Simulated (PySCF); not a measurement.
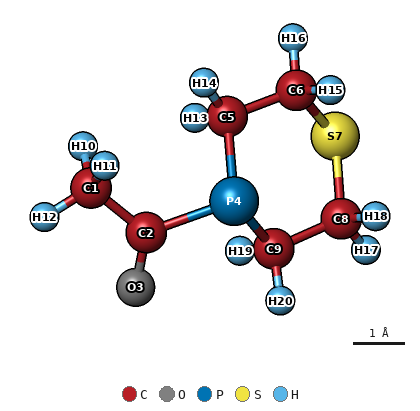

*The structure as given in the input (ball-and-stick view, seen at a tilt; atoms are numbered from 1 in the order of the input).*

# NMR shielding calculation, with input and output: C₆H₁₁OPS

C₆H₁₁OPS, SMILES CC(=O)P1CCSCC1, computed with GIAO PBE0/pcSseg-1 NMR shielding, non-relativistic, gas phase (PySCF 2.14.0).

The geometry comes from this level: PBE0-D3(BJ)/def2-SVP. Figures and captions count atoms from 1; the log counts them from 0 in places.

What the program printed
```
coarse grid: 17672 points
cycle   1  E = -1049.1303834573  dE =  1.094e+00  |g| = 7.901e-01  |ddm| = 4.161e+00
cycle   2  E = -1048.6775269612  dE =  4.529e-01  |g| = 1.701e+00  |ddm| = 2.600e+00
cycle   3  E = -1049.2541803278  dE = -5.767e-01  |g| = 1.673e-01  |ddm| = 2.102e+00
cycle   4  E = -1049.2600202854  dE = -5.840e-03  |g| = 7.343e-02  |ddm| = 2.117e-01
cycle   5  E = -1049.2612073629  dE = -1.187e-03  |g| = 1.981e-02  |ddm| = 8.340e-02
cycle   6  E = -1049.2613037944  dE = -9.643e-05  |g| = 6.246e-03  |ddm| = 3.008e-02
cycle   7  E = -1049.2613129003  dE = -9.106e-06  |g| = 1.715e-03  |ddm| = 8.160e-03
final grid: 161224 points
cycle   8  E = -1049.3293517538  dE = -1.888e-05  |g| = 1.492e-02  |ddm| = 3.620e-02
cycle   9  E = -1049.3292510806  dE =  1.007e-04  |g| = 2.715e-02  |ddm| = 3.293e-02
cycle  10  E = -1049.3293958868  dE = -1.448e-04  |g| = 3.554e-03  |ddm| = 2.362e-02
cycle  11  E = -1049.3293985837  dE = -2.697e-06  |g| = 2.888e-04  |ddm| = 3.447e-03
cycle  12  E = -1049.3293986001  dE = -1.639e-08  |g| = 1.579e-04  |ddm| = 5.643e-04
cycle  13  E = -1049.3293986063  dE = -6.189e-09  |g| = 3.622e-05  |ddm| = 2.021e-04
cycle  14  E = -1049.3293986066  dE = -3.311e-10  |g| = 9.996e-06  |ddm| = 5.829e-05
```

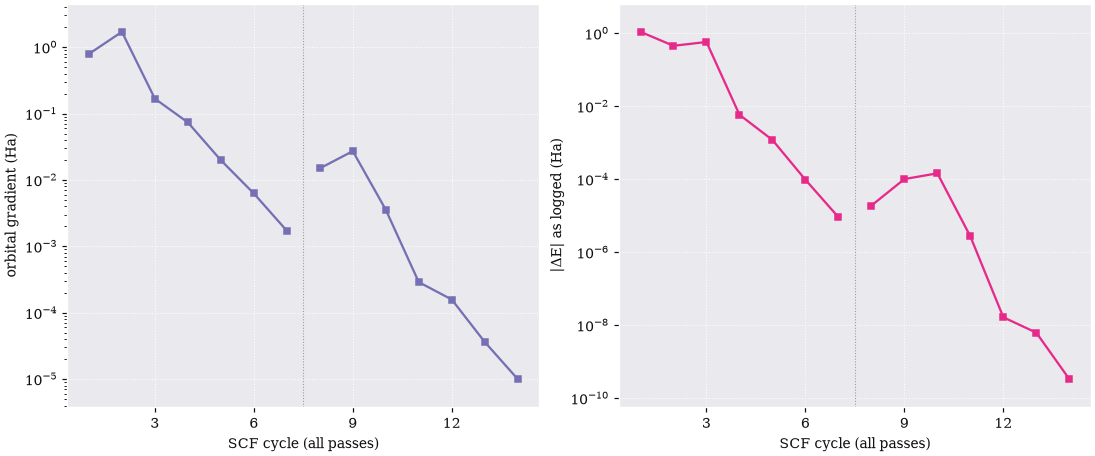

*Convergence of the self-consistent field: orbital gradient and size of the energy change against the SCF cycle. The dotted line marks the change from a coarse to the final integration grid.*

The first 7 cycles use a coarse grid, the final grid takes over at cycle 8, and the field converges after 14 cycles in all.

```
converged SCF energy = -1049.3293986066

GIAO shielding tensors (ppm)
atom      isotropic    diamagn.    paramagn.     s11        s22        s33       span
  0 C      151.847     252.468    -100.621    129.712    137.918    187.912     58.200
  1 C      -43.070     255.938    -299.009   -129.946    -90.397     91.131    221.077
  2 O     -401.145     399.617    -800.761  -1107.721   -435.188    339.475   1447.195
  3 P      336.955     968.345    -631.391    204.008    369.506    437.350    233.343
  4 C      157.093     253.640     -96.547    140.073    159.949    171.256     31.184
  5 C      151.683     247.047     -95.364    142.185    150.193    162.670     20.485
  6 S      495.228    1054.489    -559.261    383.110    487.833    614.742    231.632
  7 C      152.749     247.878     -95.129    140.957    150.187    167.104     26.147
  8 C      158.619     252.780     -94.161    140.793    163.869    171.196     30.403
  9 H       29.043      30.068      -1.025     25.193     30.180     31.756      6.564
 10 H       28.940      29.506      -0.566     25.138     29.493     32.188      7.049
 11 H       29.265      27.159       2.106     25.858     27.114     34.824      8.966
 12 H       29.393      32.309      -2.916     25.794     28.531     33.854      8.060
 13 H       29.182      32.270      -3.088     24.359     27.385     35.802     11.442
 14 H       28.520      29.211      -0.692     23.578     27.701     34.280     10.703
 15 H       28.718      28.442       0.275     22.441     27.084     36.629     14.188
 16 H       28.740      28.220       0.520     22.447     26.926     36.847     14.400
 17 H       28.512      29.108      -0.596     23.704     27.452     34.378     10.674
 18 H       29.413      32.037      -2.625     26.097     28.246     33.895      7.799
 19 H       29.302      31.358      -2.056     24.083     27.368     36.456     12.373
```

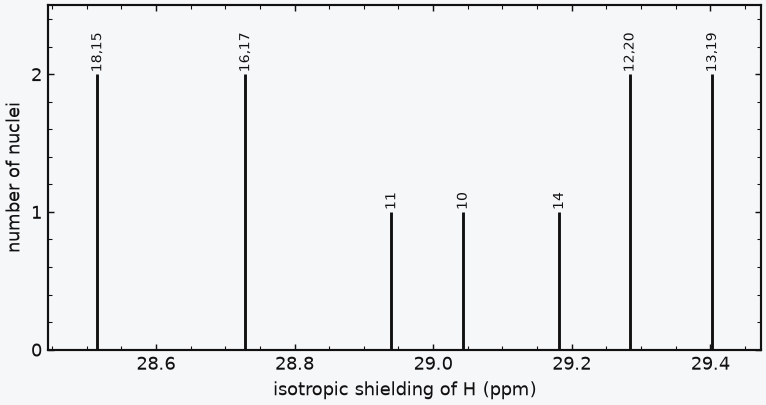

*Isotropic shieldings of the hydrogen nuclei in this fixed geometry, labelled by atom number; shielding grows to the right, so chemical shift grows to the left.*

The least shielded is H18 (28.5 ppm), the most shielded H19 (29.4 ppm).

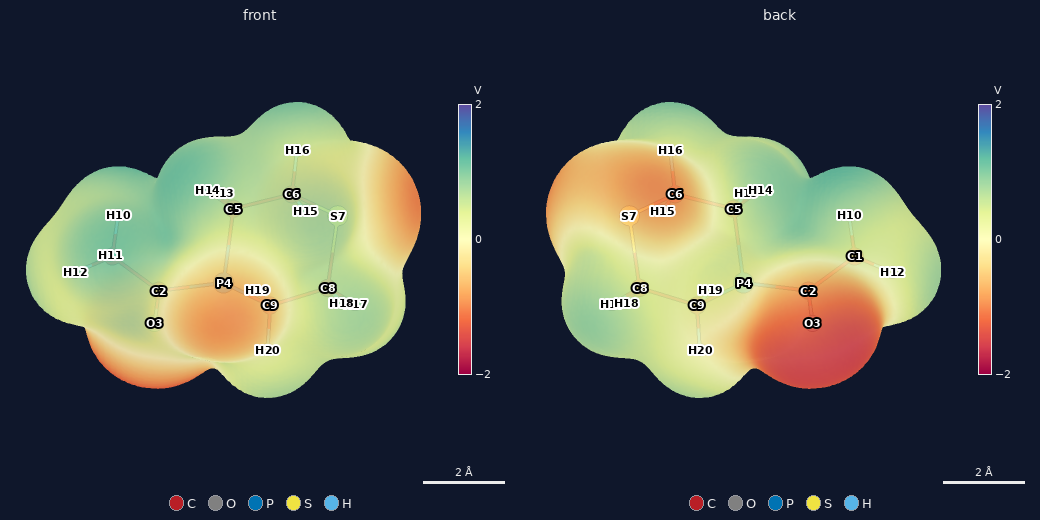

*The molecular electrostatic potential painted on the density surface at 0.002 e/bohr³, seen at a tilt and from behind; the colour scale runs from red (negative) to blue (positive).*

Its dipole moment is 2.37 D.

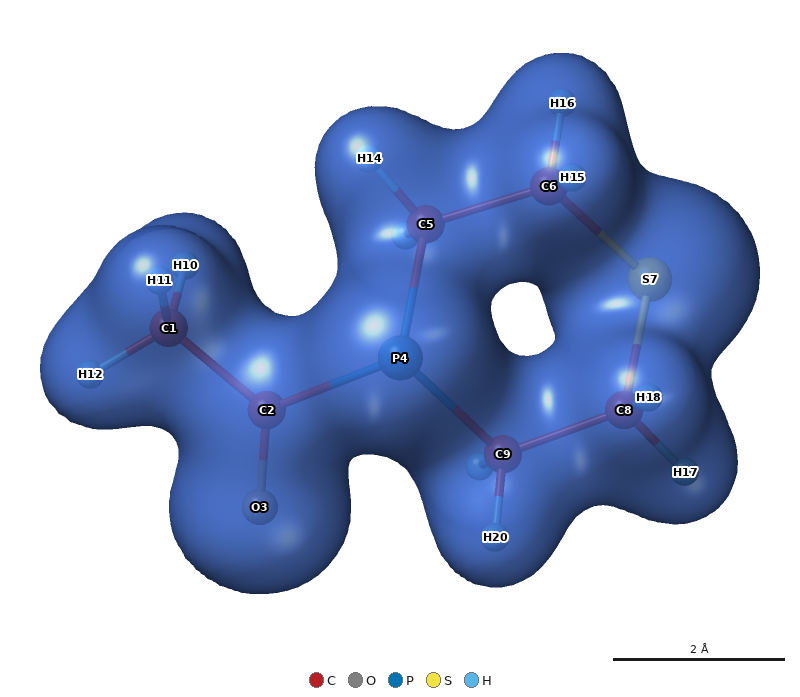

*Isosurface of the electron density at 0.2 e/Å³ (blue), seen face on.*

At this value the surface is in one piece. On the grid the lowest density along these lines, outside the cores, is 2.8 e/Å³ (C–O, 1.21 Å), 1.7 e/Å³ (C–C, 1.51 Å), 1.2 e/Å³ (C–S, 1.81 Å) and 1 e/Å³ (C–P, 1.85 Å).

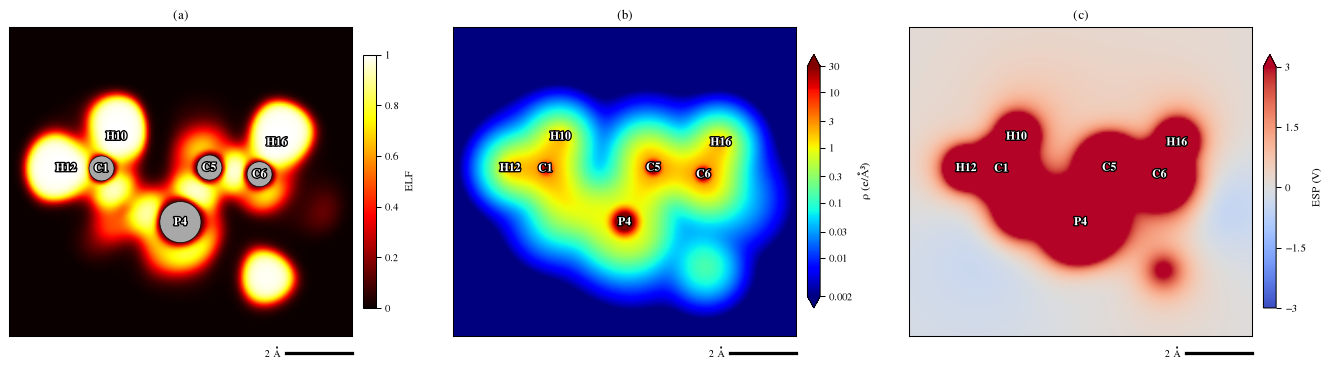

*(a) ELF; (b) electron density; (c) molecular electrostatic potential on the plane of atoms P4, C5 and C6. Grey discs, where drawn, cover atomic cores.*

The section cuts through C, P and H sites.

The run was set up as follows.

Input file
```
{"job": {"kind": "nmr", "xc": "PBE0", "basis": "pcSseg-1"}, "charge": 0, "multiplicity": 1}
C      2.977573    -0.394838    -0.246516
C      1.936754     0.693703    -0.302413
O      2.088495     1.708828    -0.938497
P      0.404860     0.453685     0.741852
C     -0.141708    -1.239427     0.184205
C     -1.605970    -1.470331     0.542767
S     -2.760195    -0.441728    -0.407553
C     -2.215527     1.207851     0.123850
C     -0.766011     1.518880    -0.221663
H      2.636039    -1.255055    -0.845348
H      3.128504    -0.750953     0.783885
H      3.921250    -0.020897    -0.665855
H     -0.006670    -1.367807    -0.902224
H      0.488992    -1.982387     0.700722
H     -1.778062    -1.313845     1.621369
H     -1.900526    -2.506345     0.313818
H     -2.893339     1.903450    -0.394954
H     -2.403503     1.320000     1.205156
H     -0.588501     1.399415    -1.301890
H     -0.525535     2.563055     0.035346
```

The first line tells a small driver script what to run in PySCF; the rest is the geometry in Å.

Launch command:
```bash
OMP_NUM_THREADS=1 python <driver script> task.json out
```

Results in brief

| quantity | value |
| --- | --- |
| outcome | converged |
| total energy | −1049.329399 hartree |
| HOMO | −6.60 eV |
| LUMO | −0.90 eV |
| dipole moment | 2.37 D |
| isotropic shielding, C | −43.1 to 158.6 ppm |
| isotropic shielding, O | −401.1 ppm |
| isotropic shielding, P | 337.0 ppm |
| isotropic shielding, S | 495.2 ppm |
| isotropic shielding, H | 28.5 to 29.4 ppm |
| hardware | 1 CPU thread, shared host |
| wall time | 57 s |
| peak memory | 1.1 GiB |
